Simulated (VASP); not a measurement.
Band structure of Tm (hcp). Method: PBEsol GGA, VASP's PBE PAW potentials (set 64) (plane waves; VASP).

The 4f electrons are frozen in the core of the lanthanide potential, so 4f levels, which can set the real gap, and their magnetism are missing.

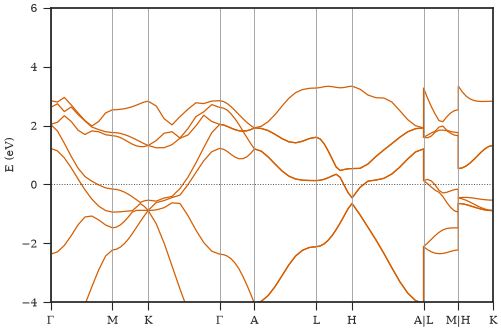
*Bands along high-symmetry lines, zero at the valence-band maximum or, without a gap, the Fermi level*

**Question.** Read the plot: is there a gap, and where are the band edges?

**Answer.** It has no gap at this level: it comes out as a metal or semimetal. (Edges off the drawn lines would not show.)

The compound is Tm in the hcp structure. It was relaxed first.
